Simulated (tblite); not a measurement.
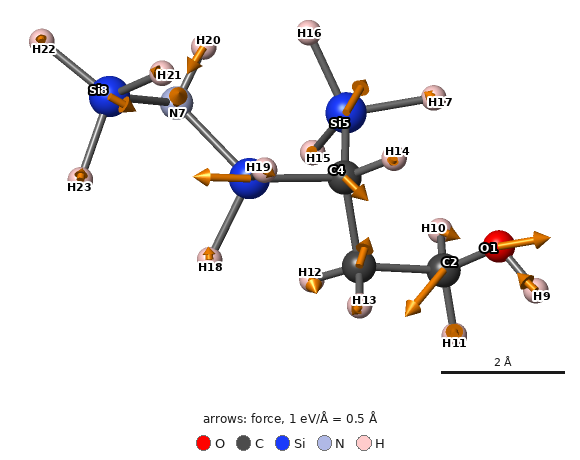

Starting geometry of C3H15NOSi3 with the computed forces as orange arrows. Style: ball-and-stick. Shown from a free direction.

Level of theory: GFN2-xTB geometry optimisation, gas phase in tblite. 

**What follows when this structure is relaxed?**

It isn't relaxed: the largest force vector, on a C atom, is 2.25 eV/Å. The final displacements have little in common with the starting forces (cosine between the two patterns 0.16). The atom that moves furthest after the best rigid fit is an H atom (1.30 Å). Largest moves by element: H 1.30 Å, N 0.81 Å, Si 0.55 Å, O 0.44 Å, C 0.40 Å. Some distances before and after: N–Si 1.810 → 1.729 Å, C–Si 1.828 → 1.901 Å, N–Si 1.770 → 1.726 Å, H–N 1.037 → 1.006 Å. Bond angles that change, for instance: Si–N–Si 105.5° → 128.1°, O–C–H 115.3° → 105.4°, H–C–H 115.6° → 107.1°. Groups turn about C–O by about 60°, C–Si by about 50°. The energy falls by 25.9 kcal/mol in 233 geometry steps.
